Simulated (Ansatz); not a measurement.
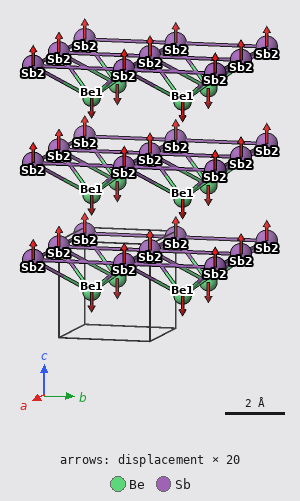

A relaxation of crystalline BeSb (a generated structure, set up in P4mm) (coarse preliminary run). The starting structure is drawn; red arrows show the displacements (the part carried along by the change of the cell is left out), magnified 20 times.

A ball-and-stick model of the cell of the calculation, repeated 2 × 2 × 3 with one cell outlined, seen slightly off an axis.

Theory: Ansatz, DFT PBE, scalar-relativistic, plane waves, PAW. Set-up: plane-wave cutoff 420 eV; k-point mesh 6 × 6 × 6; occupations gaussian; smearing width 0.1 eV; no spin polarisation; cell and atoms relaxed; force threshold 0.04 eV/Å; at most 70 steps.

Describe the change and its energy.

Over 4 accepted moves (5 points after the start) the energy falls by 54.5 meV per atom. The largest force component goes from 0.36 to 0.00047 eV/Å. Pressure: 7.40 GPa at the start and 0.09 GPa at the end. At 1 point the geometry stayed and the basis and grid were re-selected for the new cell (energy shift of 0.3 meV per atom at most each time). The largest moves relative to the cell, 0.036 Å, are those of Be1 and Sb2. Be1 goes along −c. By element the largest moves are Be 0.036 Å, Sb 0.036 Å. Cell: a = b 3.220 → 3.380 Å (+5.0 %), c 3.339 → 3.274 Å (−1.9 %). Volume +8.0 %. Near-neighbour distances that change, for instance: Sb2–Sb2 3.220 → 3.380 Å, Be1–Sb2 2.603 → 2.725 Å. The space group stays P4mm (No. 99).
